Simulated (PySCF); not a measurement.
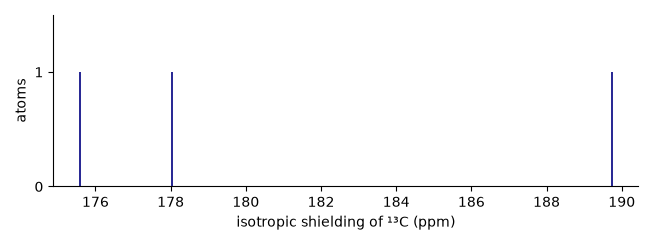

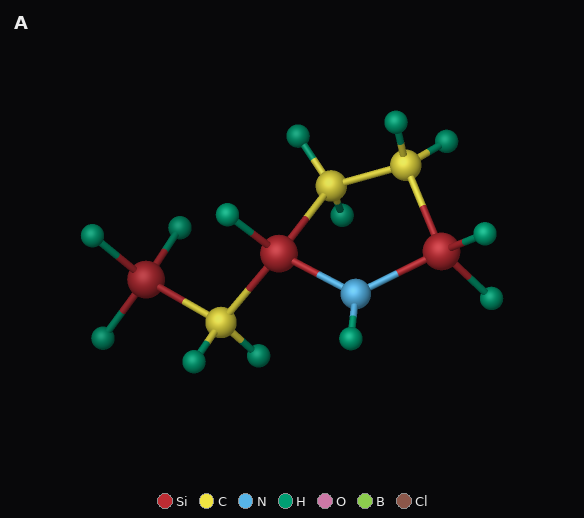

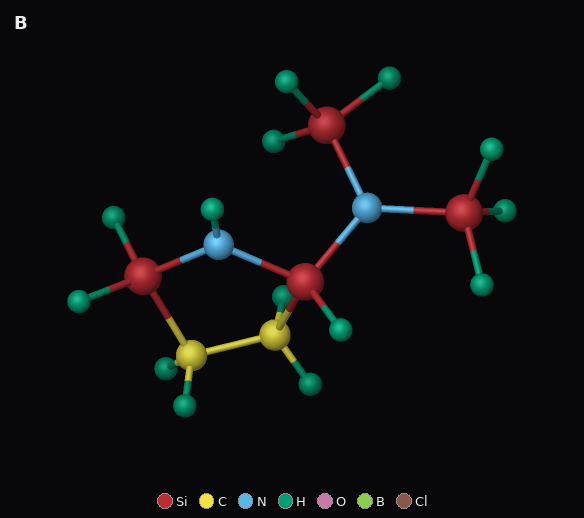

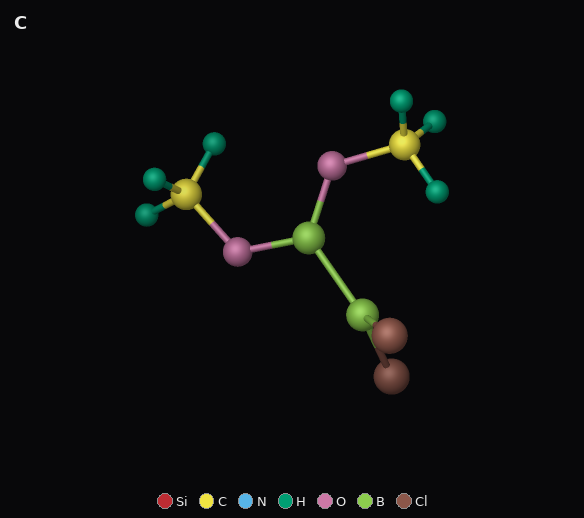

The sticks are computed shieldings of one of the molecules, for one fixed geometry (PBE0-D3(BJ)/def2-SVP) without averaging over rotations. Low shielding means a high chemical shift. Method: GIAO PBE0/pcSseg-1 NMR shielding, non-relativistic, IEF-PCM acetone (PySCF 2.14.0).

Which molecule gives this pattern?

A, `[SiH3]C[Si@@H]1CC[SiH2]N1`. Its 3 C atoms give lines at 175.6, 178.0, 189.7 ppm.
